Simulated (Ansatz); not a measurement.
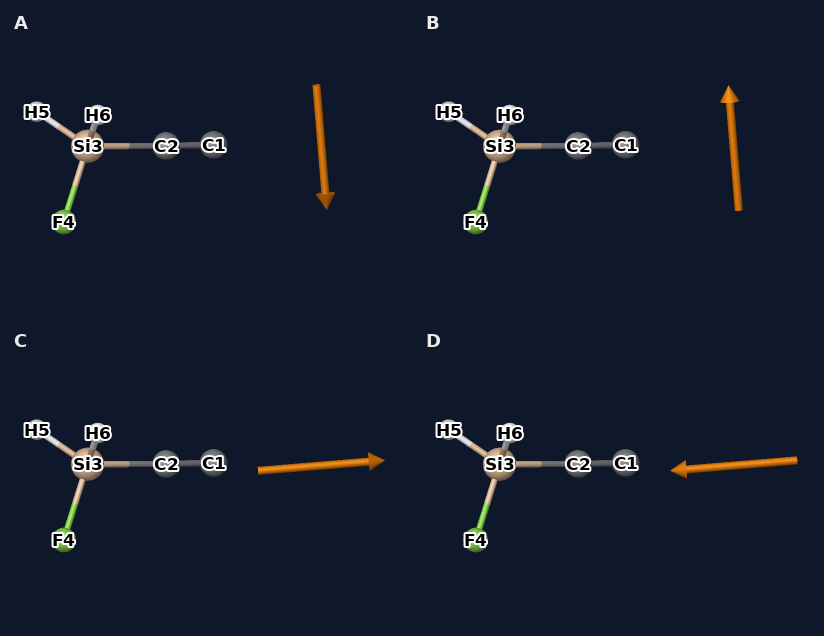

The same molecule four times, each with an arrow. Charge 0, doublet. The computed structure is the end point of a PBE-D4/def2-SVP optimisation. No frequency run is at hand to confirm it as a minimum. Level of theory: UKS PBE-D4/def2-SVP (Ansatz 0.2.0).

Which arrow points along the dipole moment, from the negative to the positive end?

B. The dipole moment is 1.20 D; it points from the side of F4 to the side of H6 (the outermost atoms at the two ends).
